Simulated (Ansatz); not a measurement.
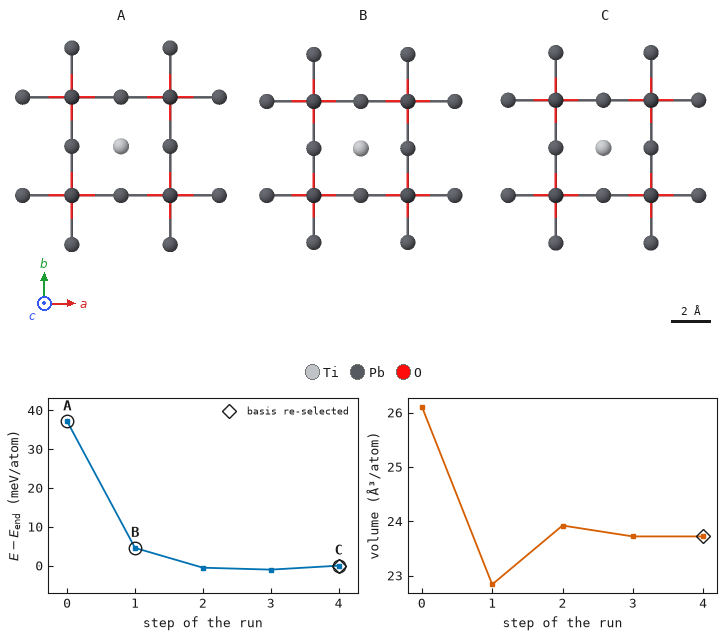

Frames of a relaxation of crystalline TiPb3O (a generated structure, set up in Pm-3m) (coarse preliminary run), marked on the history of the run. A ball-and-stick model of the cell of the calculation, seen along the c axis.

All numbers below come from DFT PBE, scalar-relativistic, plane waves, PAW in Ansatz. Set-up: plane-wave cutoff 420 eV; k-point mesh 4 × 4 × 4; occupations gaussian; smearing width 0.1 eV; collinear spin; cell and atoms relaxed; force threshold 0.04 eV/Å; at most 70 steps.

Question: What happens along the run?

Answer: No atom moves by more than 0.005 Å relative to the cell. Cell: a = b = c 5.073 → 4.913 Å (−3.1 %). Volume −9.2 %. Among the contacts that change: O–Pb 2.536 → 2.457 Å. The space group stays Pm-3m (No. 221). After 3 accepted moves (4 points after the start) the energy has fallen by 37.1 meV per atom. All forces vanish by symmetry, so only the cell relaxes. The pressure goes from −4.20 to −0.11 GPa. At 1 point the geometry stayed and the basis and grid were re-selected for the new cell (energy shift of 1.0 meV per atom at most each time). The run may lie on a higher electronic state than the lowest, so the end point isn't shown to be the ground-state structure. From step 0 to 1: volume −12.5 %, energy −32.5 meV per atom. From step 1 to 4: volume +3.9 %, energy −4.6 meV per atom.
